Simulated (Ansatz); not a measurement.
Take Ga$_{2}$O$_{3}$ in the corundum structure (space group R-3c, No. 167; a = 5.000 Å, c = 13.449 Å (hexagonal axes)) as the base. Axes: x lies along a and z along c of the hexagonal cell.

Perturbation: the cell is stretched by 1.44 % along z with no lateral relaxation; the atoms relax in the strained cell.

The values are results of plane-wave PAW DFT at the PBEsol level (Ansatz, an electronic-structure program, 420 eV), no spin-orbit coupling, not measurements.

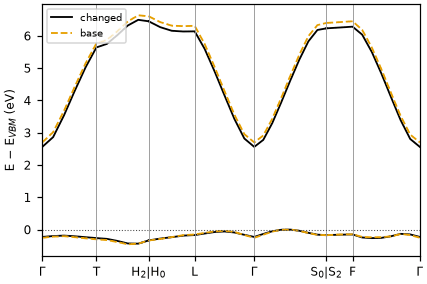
Fig. 1. Highest valence and lowest conduction band along the path, each from its own valence-band maximum

Q: From the figure, how large is the changed gap, and is it direct?

A: About 2.6 eV, indirect, Γ–S₀ (50 % along) → Γ.

No phonon test of stability was made.
